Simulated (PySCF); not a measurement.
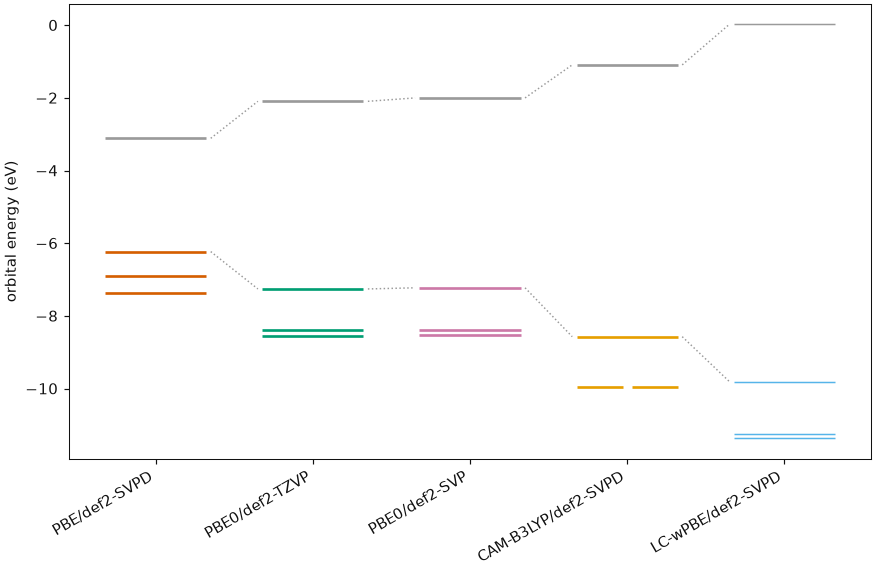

Frontier orbital energies of C₃H₅GaO₂, SMILES C1=C[O][GaH2-][O+]=C1, singlet at one geometry, PySCF 2.14.0, at a PBE0-D3(BJ)/def2-SVP geometry (no frequency check). Empty levels are grey, levels within 0.1 eV stand side by side; all columns show the same few orbitals around the gap. Dotted lines join the HOMOs and the LUMOs.

Compare the HOMO-LUMO separations.

The separation grows from 3.12 eV (PBE/def2-SVPD) to 9.83 eV (LC-wPBE/def2-SVPD).

```tsv
level	HOMO (eV)	LUMO (eV)	separation (eV)
PBE/def2-SVPD	−6.23	−3.11	3.12
PBE0/def2-TZVP	−7.26	−2.09	5.16
PBE0/def2-SVP	−7.23	−2.00	5.23
CAM-B3LYP/def2-SVPD	−8.57	−1.09	7.48
LC-wPBE/def2-SVPD	−9.81	0.02	9.83
```

Limits of at least one run: empty levels above zero depend strongly on the basis.
